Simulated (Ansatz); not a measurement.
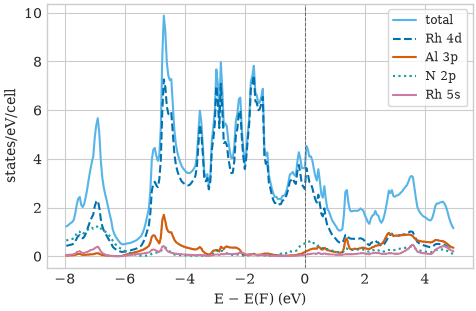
Figure: Total and projected density of states of AlRh3N (anti-perovskite, Pm-3m), plane-wave PAW r²SCAN (Ansatz code)

Which orbitals carry the states next to the Fermi level?

Within 0.5 eV of the Fermi level: Rh 4d 80 %, N 2p 11 %. Projections are on Löwdin-orthogonalised atomic valence shells; empty p or d shells of many metals are not among them.

Where is the tallest occupied peak in this window, and what makes it?

Near -4.7 eV, about 9.9 states/eV per cell; the largest projected share is Rh 4d.

The start of the workflow was typed in or built on a structure type; neither database checked (COD, Materials Project) lists it. Whether it is the stable phase at ambient conditions was not checked. Symmetry was held in the r²SCAN relaxation; its stability against distortions is not shown here. Spin order of the final state: ferromagnetic, the only order run, not a proven ground state. The volume moved by 18 % from the start of the relaxation. Other orbital occupations within this spin state were not tried. No Hubbard U is applied. Spin–orbit coupling is left out wherever it is not named.

Potentials: the later of the program's two PAW sets.
